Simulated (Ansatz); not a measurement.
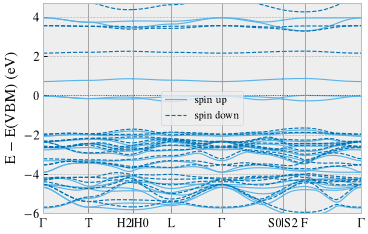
Band structure from r²SCAN in the plane-wave PAW code Ansatz

Problem. Read off the gap and where the band edges lie.

Solution. About 0.7 eV (0.71 eV by a search for the band edges); maximum at F, minimum at Γ.

The material is CrCdF₆ in space group R-3 (No. 148; Cd on 3b, Cr on 3a, F on 18f).

The workflow started from an entry of the Crystallography Open Database (COD). Whether it is the stable phase at ambient conditions was not checked. Symmetry was held in the r²SCAN relaxation; whether a distortion lowers the energy is not shown. Magnetic state: ferromagnetic, the only order run, not a proven ground state. The cell computed holds one magnetic atom, so no antiferromagnetic order was within reach. Other orbital occupations within this spin state were not tried. No Hubbard U is applied. Spin–orbit coupling is left out wherever it is not named.

Potentials: the later of the program's two PAW sets.
